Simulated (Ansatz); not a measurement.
## Electronic structure of BCl2H3Si···H2 in real space

Input file:

```
crystal:
  periodic: [false, false, false]
  atoms:
    - { symbol: B, position_ang: [-0.087338, -0.565368, -0.385953] }
    - { symbol: H, position_ang: [0.507272, 0.252905, 1.791459] }
    - { symbol: Cl, position_ang: [1.336072, 0.237691, -1.047691] }
    - { symbol: Cl, position_ang: [-1.653516, 0.205497, -0.646817] }
    - { symbol: Si, position_ang: [0.022606, -2.323193, 0.522911] }
    - { symbol: H, position_ang: [-0.27883, -3.389973, -0.467137] }
    - { symbol: H, position_ang: [1.377194, -2.554253, 1.078222] }
    - { symbol: H, position_ang: [-0.975235, -2.39762, 1.614798] }
    - { symbol: H, position_ang: [0.227473, -0.255486, 2.200008] }
basis:
  gaussian: { orbitals: def2-SVP }
hamiltonian:
  xc: hf
relax:
  f_tol: 0.03
  max_steps: 50
output:
  orbitals: {}
```

Command:

```sh
ansatz run input.yaml --threads 1 --pin off --max-ram 2048MiB --backend cpu --events-out ev --progress --plain --runs-dir out
```

The fields are those of the run's last geometry, not of the input's.

Level of theory: RHF/def2-SVP (Ansatz 0.2.0).

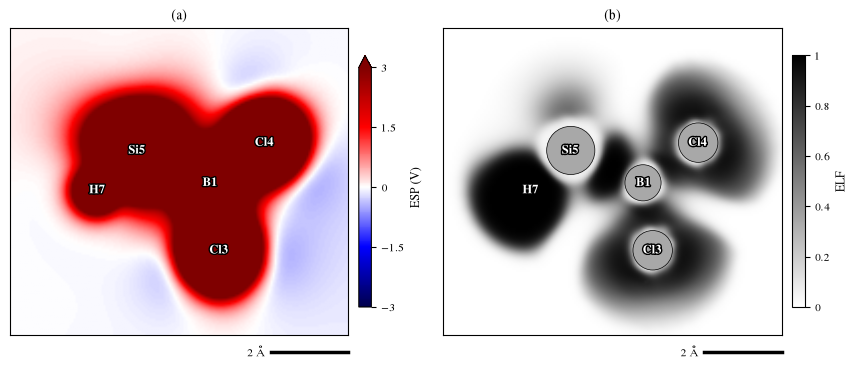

Figure 1. (a) electrostatic potential; (b) electron localisation function on the plane of atoms Cl3, B1 and Cl4. Grey discs cover the atomic cores in the ELF map.

Interpret the plot.

Answer. Atoms in the plane: B, Cl, Si and H.
B–Cl (1.76 Å): the ELF peaks at about 0.90 between the atoms; a shared but strongly polarised pair.
Si–B (2.04 Å): the ELF peaks at about 1 between the atoms; a covalent bond.
Si–H (1.48 Å): the ELF climbs to about 1 towards the hydrogen, as it does in any bond to H.
The ELF also peaks beside Cl3 and Cl4, away from the bonds: lone-pair regions.
Outside the dense part of the complex the potential is most negative (−0.4 V) near Cl4.

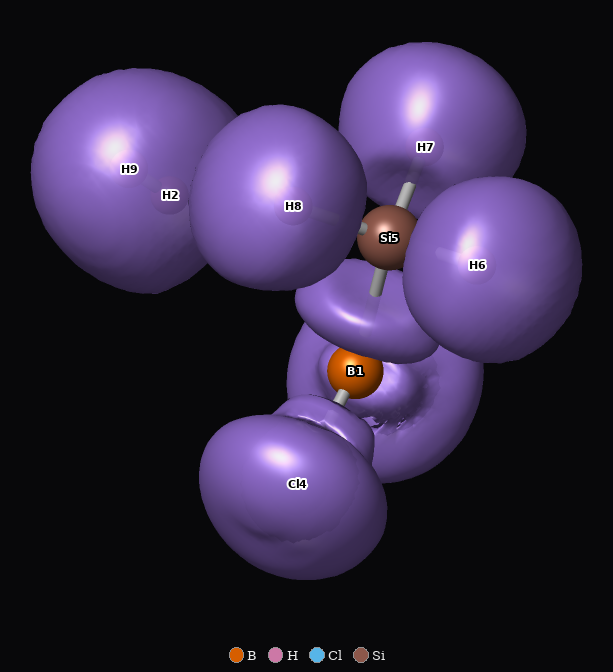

Figure 2. Isosurface of the electron localisation function at 0.8 (purple), seen at an oblique angle. Core shells and regions of very low density are left out.

Describe the localisation domains.

Answer. The ELF exceeds this value in one region between bonded B–Si atoms (shared pairs), four regions around hydrogen nuclei and two regions on Cl in which the atom's valence shell and bonds are merged.

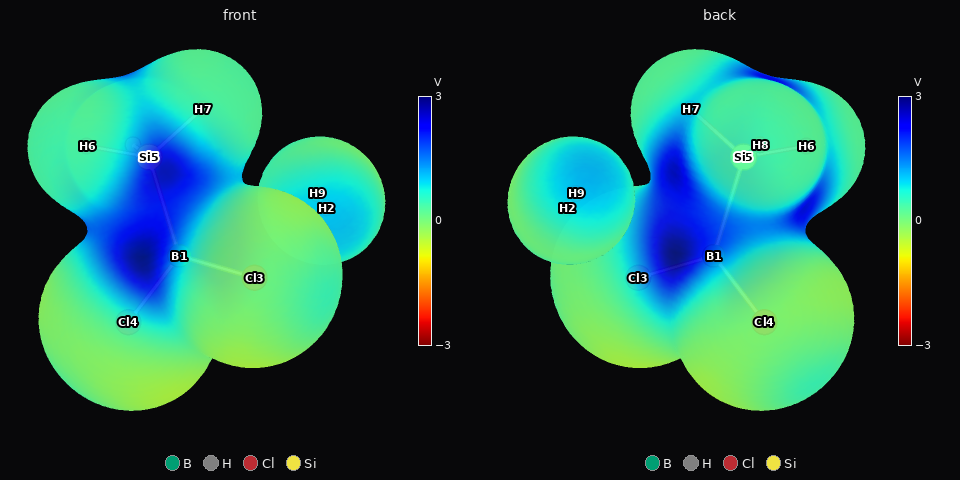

Figure 3. The molecular electrostatic potential painted on the density surface at 0.004 e/bohr³, seen from the front and from behind; red is negative and blue positive.

Describe the electrostatic potential map.

Answer. The most negative region (about −0.4 V, or −9 kcal/mol for a unit charge) lies over Cl3 and Cl4, the most positive (about +2.8 V, or +65 kcal/mol for a unit charge) over B1. Cl3 shows a σ-hole: about +0.5 V, or +12 kcal/mol for a unit charge at the tip opposite its bond, against about −0.1 V on its flanks. Cl4 shows a σ-hole: about +0.5 V, or +12 kcal/mol for a unit charge at the tip opposite its bond, against about −0.1 V on its flanks.
